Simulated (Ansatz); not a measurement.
**CH4Cl2Si (SMILES ClC[SiH2]Cl): density, localisation and related maps**

```yaml
atoms:
  - { symbol: C, position_ang: [0.6549, 0.7448, -0.4176] }
  - { symbol: Cl, position_ang: [-0.2838, 0.5581, -1.9566] }
  - { symbol: Cl, position_ang: [3.5234, 0.4062, 0.9901] }
  - { symbol: Si, position_ang: [2.4263, 0.1978, -0.7699] }
  - { symbol: H, position_ang: [0.1741, 0.1270, 0.3540] }
  - { symbol: H, position_ang: [0.5983, 1.7977, -0.1074] }
  - { symbol: H, position_ang: [3.0227, 1.0654, -1.8145] }
  - { symbol: H, position_ang: [2.4410, -1.2274, -1.1804] }
```

Geometry: B3LYP-D3(BJ)/def2-SVP.

The calculation used Ansatz, isolated molecule in a Gaussian basis; Kohn-Sham density functional theory, functional PBE0.

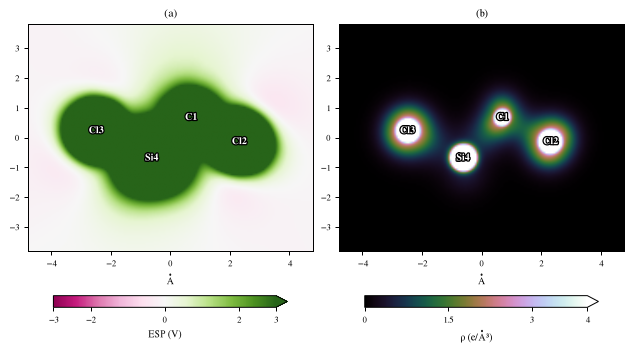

Figure 1. (a) electrostatic potential; (b) total electron density on the plane of atoms C1, Si4 and Cl3.

### Read the bonding off the picture.

The section cuts through C, Cl and Si sites. C–Cl (1.81 Å): the density is about 1.2 e/Å³ at the midpoint. C–Si (1.89 Å): ρ is about 0.97 e/Å³ halfway. Si–Cl (2.08 Å): the density is about 0.86 e/Å³ at the midpoint. Outside the dense part of the molecule the potential is most negative (−0.4 V) near Cl2.

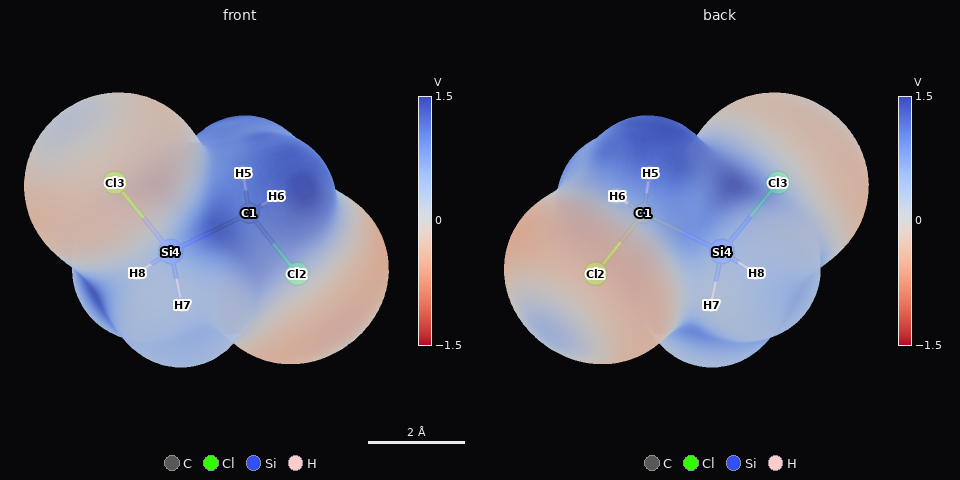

Figure 2. The electrostatic potential painted on the density surface at 0.002 e/bohr³, seen from the front and from behind; red is negative and blue positive.

### Where is the surface potential most negative and most positive?

The most negative region (about −0.4 V) lies over Cl2, the most positive (about +1.5 V) over H5 and H6. Cl2 shows a σ-hole: about +0.5 V at the tip opposite its bond, against about −0.3 V on its flanks. Cl3 shows a σ-hole: about +0.2 V at the tip opposite its bond, against about −0.2 V on its flanks.

### What dipole moment does the calculation give?

Its dipole moment is 0.46 D.

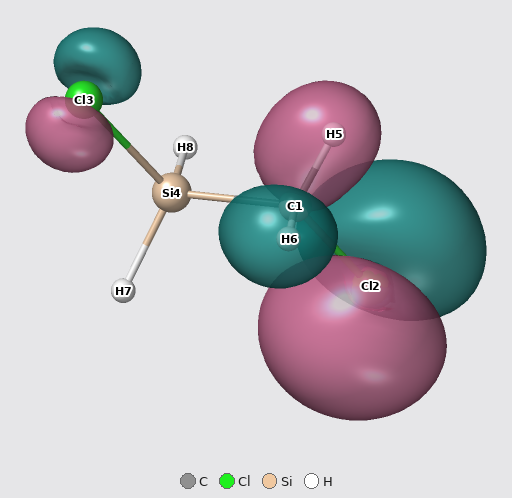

Figure 3. The HOMO−1 at ±0.08 Å⁻³ᐟ² (teal and pink are the two phases), seen at an oblique angle.

### Describe this orbital and give its energy.

It lies mainly on Cl2 (about 80 %) and C1 (about 10 %); largely a lone pair of Cl2. Its energy is −8.90 eV.
